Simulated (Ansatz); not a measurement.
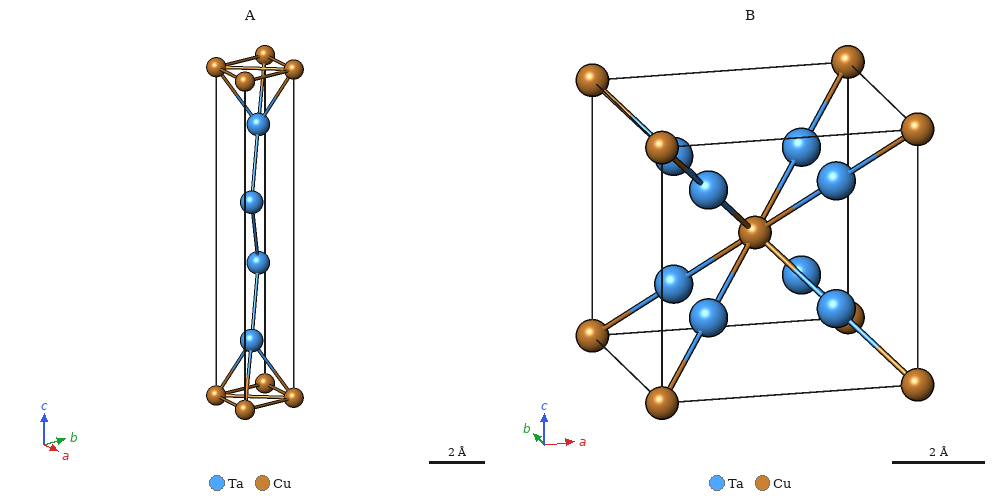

Two structures of Ta₄Cu, each relaxed to rest (conventional cells in solid outline, small ones repeated, not to one scale). Method: DFT PBE, scalar-relativistic, plane waves, PAW (Ansatz), without spin polarisation.

Which two forms are compared?

A: 5 atoms a cell on a primitive hexagonal lattice, P-3m1. B: 10 atoms a cell on a body-centred cubic lattice, Im-3m.

What is the energy order of the two?

A is lower, by 680 meV/atom at this level of theory (energies at zero smearing). Volumes: A 17.6, B 19.7 Å³/atom.

One or both may be structure types tried for this composition rather than known phases.
